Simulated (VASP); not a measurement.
Band structure of Re (hcp). Method: revPBE GGA, VASP's PBE PAW potentials (set 64) (plane waves; VASP 6.6.1).

Unless said otherwise, spin-orbit coupling is left out, though it shifts the bands of the heavy elements here.

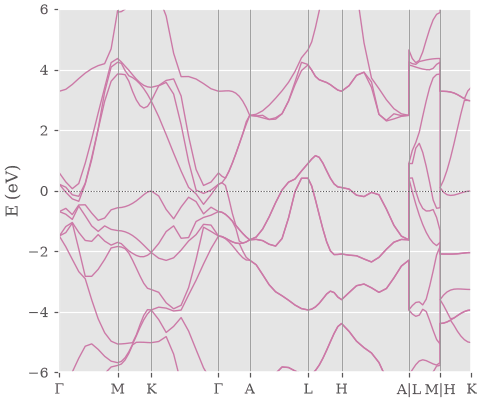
Fig. 1. Bands along high-symmetry lines, zero at the valence-band maximum or, without a gap, the Fermi level

### Question
Read the plot: is there a gap, and where are the band edges?

### Answer
It has no gap at this level: it comes out as a metal or semimetal. (Edges off the drawn lines would not show.)

The compound is Re in the hcp structure. It was relaxed first.
